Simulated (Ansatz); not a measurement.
# Nb2BC: relaxing a made-up structure, part 2 of 2

This structure for Nb2BC is made up. Its elements were placed in a known structure type with a cell scaled to their sizes. What cell does the guess relax to, and how far off was it?

Ansatz 0.2.0; DFT, PBEsol, plane-wave PAW, files of the set soft_1, scalar-relativistic, no spin, cell and ions relaxed at zero pressure; PAW set soft_1 (the session's first sound run).

So far: The starting structure; Relaxing cell and atoms. The relaxed cell has a = 3.151, c = 11.066 Å (conventional setting).

**3. Bands of the relaxed cell**

A second self-consistent run takes a narrower smearing and the mesh shown in its input; the bands follow along the standard path of the relaxed lattice.

This step: DFT, PBEsol, plane-wave PAW, files of the set soft_1, scalar-relativistic, no spin, bands and density of states at the relaxed cell; PAW set soft_1 (Ansatz 0.2.0).

File input.yaml:

```yaml
crystal:
  lattice:
    - [3.1506464668, 0.0, 0.0]
    - [-1.5753232334, 2.7285398785, 0.0]
    - [0.0, 0.0, 11.0661467996]
  atoms:
    - { symbol: Nb, position: [0.6666666667, 0.3333333333, 0.6116486335] }
    - { symbol: Nb, position: [0.3333333333, 0.6666666667, 0.3883513665] }
    - { symbol: Nb, position: [0.3333333333, 0.6666666667, 0.1116486335] }
    - { symbol: Nb, position: [0.6666666667, 0.3333333333, 0.8883513665] }
    - { symbol: C, position: [0.0, 0.0, 0.5] }
    - { symbol: C, position: [0.0, 0.0, 0.0] }
    - { symbol: B, position: [0.3333333333, 0.6666666667, 0.75] }
    - { symbol: B, position: [0.6666666667, 0.3333333333, 0.25] }
kpoints:
  mp_grid: { grid: [12, 12, 4] }
  band_path:
    path:
      - [[0.0, 0.0, 0.0], [0.5, 0.0, 0.0], [0.33333333, 0.33333333, 0.0], [0.0, 0.0, 0.0], [0.0, 0.0, 0.5], [0.5, 0.0, 0.5], [0.33333333, 0.33333333, 0.5], [0.0, 0.0, 0.5]]
      - [[0.5, 0.0, 0.5], [0.5, 0.0, 0.0]]
      - [[0.33333333, 0.33333333, 0.0], [0.33333333, 0.33333333, 0.5]]
    npoints: 8
scf:
  occupations: { method: fermi_dirac, width: 0.03 }
  n_extra_bands: 12
hamiltonian:
  xc: pbesol
  pseudopotentials: { kind: paw, azcp: { folder: soft_1 }, xc_functional: pbe }
output:
  forces: true
  stress: true
  write_bands: true
  dos: { projected: true }
  write_density: true
  write_potential: true
  elf: true
  volumetric_format: npy
```

Launch:

```bash
$ ansatz run input.yaml --threads 4 --pin off --max-ram 10240MiB --backend cpu --events-out ev --progress --plain --runs-dir out
```

Numbers of over 12 decimals in the logs are rounded to 6 here.

The program printed:

```text
[...]
Crystal: 8 atoms, lattice volume = 95.132 Å³
Basis set: ecut = 420 eV, 1861 PW (Γ), exchange–correlation on 48×48×150 points (8 copies of the dense FFT grid, shifted against one another)
Bands: 45, of which v1, the nominal top of the filled ones, is band 33 counted from 1 (32 counted from 0)
Symmetry: 24 space group operations
[...]
k-points: 57 of 576
[...]
SCF iter   1: F=—  HF=-18792.620232 eV  |F-HF|=—  |Δ(HF+E_count)|=         —  Δρ=1.49e-1  dr2=3.63e1  ethr=3.10e-3  ⟨swp⟩=6.0  Hψ=9788  notcnv=0  defer=39
[...]
SCF iter   8: F=-18784.340855 eV  HF=-18784.340855 eV  |F-HF|=1.19e-8  |Δ(HF+E_count)|=   1.57e-7  Δρ=5.65e-6  dr2=3.18e-8  ethr=1.52e-10  ⟨swp⟩=15.1  Hψ=17080  notcnv=0
SCF 1 converged in 8 iterations: F = -18784.340855 eV  dr2 = 3.18e-8
[...]
NSCF: frozen V_eff on 75 k-points
SCF converged after 8 iterations
Free energy (F): -18784.340855 eV
[...]
Internal energy: -18784.330356 eV  (E = F + TS)
E sigma→0 (E₀):  -18784.335606 eV
Entropy (-TS):   -0.010499 eV (-1.312 meV/atom)
Fermi energy:    16.508006 eV
[...]
--- Forces (eV/Å), atoms counted from 1 ---
  atom   1  Nb    -0.00000000     0.00000000    -0.08288494
  atom   2  Nb     0.00000000    -0.00000000     0.08288494
  atom   3  Nb     0.00000000    -0.00000000    -0.08288494
  atom   4  Nb     0.00000000     0.00000000     0.08288494
  atom   5  C      0.00000000    -0.00000000    -0.00000000
  atom   6  C     -0.00000000    -0.00000000    -0.00000000
  atom   7  B     -0.00000000    -0.00000000     0.00000000
  atom   8  B     -0.00000000     0.00000000     0.00000000
  max |Σ_I F_I| component: 2.78e-17 eV/Å
--- Stress (GPa, compression-positive) ---
       -0.607121       0.000000       0.000000
       -0.000000      -0.607121       0.000000
        0.000000       0.000000       0.951533
  P = ⅓ Tr σ = -0.0876 GPa (-0.876 kbar)
--- Band table (eV; the first three rows and the last of 57) ---
  k-point 0: bands = [... 29 lower, 15.6713, 16.5060, 16.5060, 16.6896, 16.6896, 17.8122, 18.1915, 18.1915, ... 8 higher]
  k-point 1: bands = [... 29 lower, 15.8013, 16.3873, 16.3873, 16.7892, 16.7892, 17.6750, 17.6750, 17.8624, ... 8 higher]
  k-point 2: bands = [... 29 lower, 16.1017, 16.1017, 16.1017, 17.1113, 17.1113, 17.1113, 17.1113, 18.0399, ... 8 higher]
  k-point 56: bands = [... 29 lower, 14.0715, 15.2833, 15.2833, 17.1519, 17.1519, 18.2180, 18.2180, 18.9930, ... 8 higher]
```

Run time: 7.3 s. Hardware: 4 threads of Arm Neoverse V1, shared host; peak memory 0.55 GiB; 27 s of CPU time.

This step gave:

```
free energy             : -18784.3409 eV
energy at zero smearing : -18784.3356 eV
smearing term TS        : 0.01050 eV
Fermi energy            : 16.51 eV
pressure                : -0.08757 GPa
```

From bands.tsv, the bands that come nearest the Fermi level along the path, at its corners, in eV from the Fermi level:

| point | band 30 | band 31 | band 32 | band 33 | band 34 | band 35 | band 36 | band 37 |
| --- | --- | --- | --- | --- | --- | --- | --- | --- |
| Γ | -0.84 | 0.00 | 0.00 | 0.18 | 0.18 | 1.30 | 1.68 | 1.68 |
| M | -1.56 | -0.82 | -0.69 | -0.63 | 1.12 | 1.41 | 2.73 | 2.84 |
| K | -2.40 | -1.24 | -1.24 | -0.01 | 1.62 | 1.62 | 1.65 | 2.75 |
| Γ | -0.84 | 0.00 | 0.00 | 0.18 | 0.18 | 1.30 | 1.68 | 1.68 |
| A | -0.41 | -0.41 | -0.41 | 0.60 | 0.60 | 0.60 | 0.60 | 1.53 |
| L | -2.07 | -0.77 | -0.77 | 0.09 | 0.09 | 2.03 | 2.03 | 3.20 |
| H | -2.44 | -1.22 | -1.22 | 0.64 | 0.64 | 1.71 | 1.71 | 2.48 |
| A | -0.41 | -0.41 | -0.41 | 0.60 | 0.60 | 0.60 | 0.60 | 1.53 |
| L | -2.07 | -0.77 | -0.77 | 0.09 | 0.09 | 2.03 | 2.03 | 3.20 |
| M | -1.56 | -0.82 | -0.69 | -0.63 | 1.12 | 1.41 | 2.73 | 2.84 |
| K | -2.40 | -1.24 | -1.24 | -0.01 | 1.62 | 1.62 | 1.65 | 2.75 |
| H | -2.44 | -1.22 | -1.22 | 0.64 | 0.64 | 1.71 | 1.71 | 2.48 |

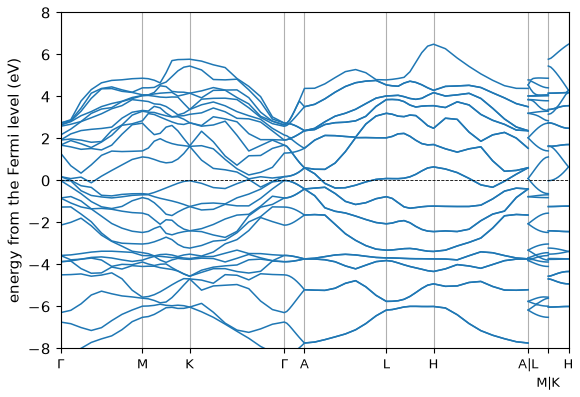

Bands along the path. 18 bands lie wholly below the window drawn.

States per cell as run, both spins, in windows of 1 eV, from dos.tsv (zero at the Fermi level):

```
from  to  total
  -8  -7   1.49
  -7  -6   2.36
  -6  -5   2.63
  -5  -4   4.28
  -4  -3   6.95
  -3  -2   3.45
  -2  -1   5.30
  -1   0   3.57
   0   1   2.52
   1   2   3.17
```

Below -8 eV lie 36.0 more states.

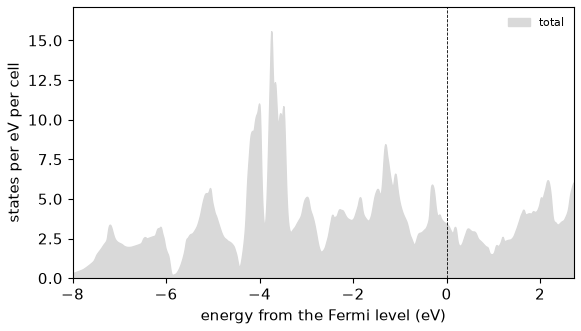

Total density of states, smoothed over about 0.04 eV.

Force by atom:

```
atom  x (eV/Å)  y (eV/Å)  z (eV/Å)    size
 Nb1    0.0000    0.0000   -0.0829  0.0829
 Nb2    0.0000    0.0000    0.0829  0.0829
 Nb3    0.0000    0.0000   -0.0829  0.0829
 Nb4    0.0000    0.0000    0.0829  0.0829
  C5    0.0000    0.0000    0.0000  0.0000
  C6    0.0000    0.0000    0.0000  0.0000
  B7    0.0000    0.0000    0.0000  0.0000
  B8    0.0000    0.0000    0.0000  0.0000
```

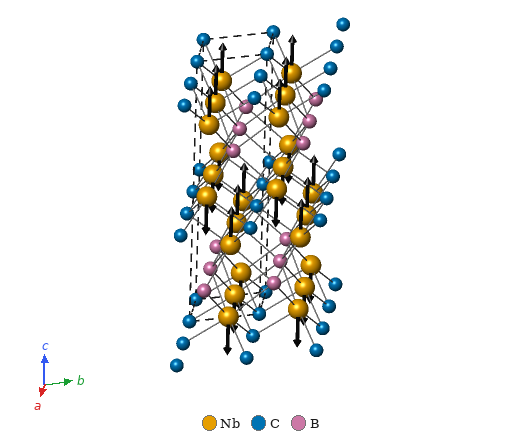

Force as arrows, the longest 0.0829 eV/Å. Bonds to atoms that aren't drawn are left out. 3×2×1 cells are drawn. Some periodic images of atoms are drawn too.

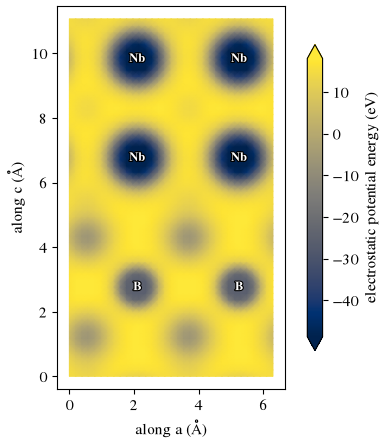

Electrostatic potential energy in the ac plane at fractional y = 0.333, with atoms of Nb and B within 0.2 Å of it. With pseudopotentials it is smooth inside the atoms' cores, unlike the true potential.

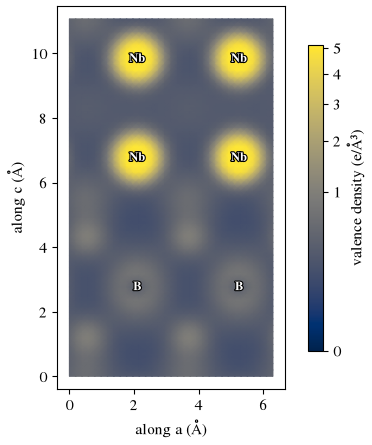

Valence density in the ac plane at fractional y = 0.333, with atoms of Nb and B within 0.2 Å of it. It is the smooth field of the valence electrons, not physical close to the nuclei. The colour scale is stretched toward low values.

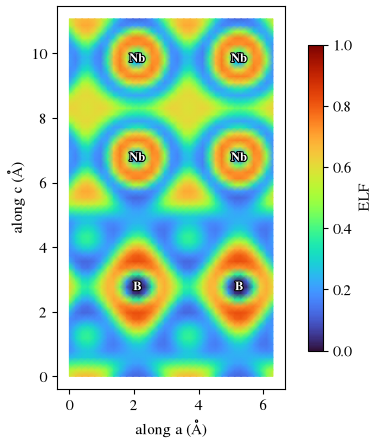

ELF in the ac plane at fractional y = 0.333, with atoms of Nb and B within 0.2 Å of it. It is the smooth field of the valence electrons, not physical close to the nuclei.

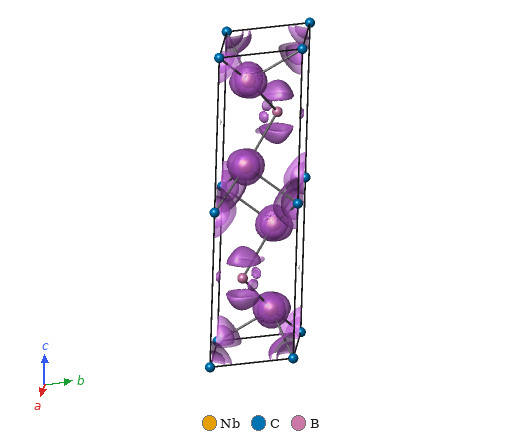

Surface of ELF = 0.74. Bonds to atoms that aren't drawn are left out.

**4. What came out**

* space group, relaxed: P6_3/mmc
* conventional cell: a = 3.151, b = 3.151, c = 11.066 Å; α = 90.0°, β = 90.0°, γ = 120.0°
* volume per atom: 11.89 Å³ (guess 11.85)

Nb2BC relaxes to P6_3/mmc with a = 3.151, b = 3.151 and c = 11.066 Å. The guessed volume was near the relaxed one. The space group P6_3/mmc was held in the relaxation, so the end point is a stationary structure within it and may be a saddle against distortions or other arrangements. Bands cross the Fermi level, so it is a metal or semimetal at this level. On the 12×12×4 mesh with the narrower smearing (relaxed on 10×10×2) the largest force component is 0.083 eV/Å and the largest stress component is 0.952 GPa, against the relaxation's thresholds of 0.015 eV/Å and 0.05 GPa. The cutoff wasn't tested. A vector of the cell changed its length by 12 %, more than the volume shows. No dispersion term is used, so weakly bound directions may come out too long. The runs have no spin, and magnetism wasn't tested. Nothing here tests whether the compound is stable against decomposition.

[Logs are printed without paths, hosts, clocks, repeated set-up lines and the standing remarks that a program may print on its own settings, such as how far it seeks lower states.]

[Hosts, paths, dates, database ids (printed as entryN), source tags and the programs' standing remarks are cut or masked in the printed files.]
